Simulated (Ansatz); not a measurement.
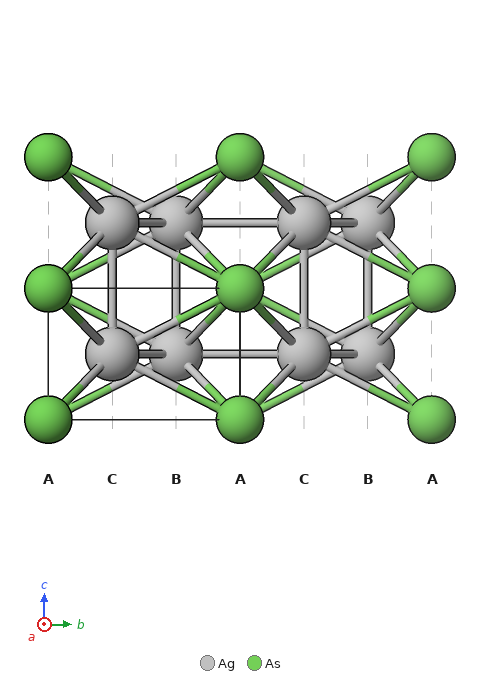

The picture looks along a close-packed row of the hexagonal mesh; c points upwards. The dashed lines mark the three columns A (0, 0), B (1/3, 2/3) and C (2/3, 1/3). The sequence starts with the first layer at or above the cell's origin.

The compound is Ag2As (space group P6/mmm, No. 191), taken as coordinates from a relaxation with DFT PBE, scalar-relativistic, plane waves, PAW in Ansatz; the starting structure was generated, so it need not be a known form of this composition.

Give the sequence of layers in one repeat, with element and column.

As(A) – Ag(B)+Ag(C) (two layers in 2.85 Å).

Heights of the layers:

```
layer  atoms (column)  height (Å)  to next (Å)
    1           As(A)        0.00         1.42
    2     Ag(B)+Ag(C)        1.42         1.42
```
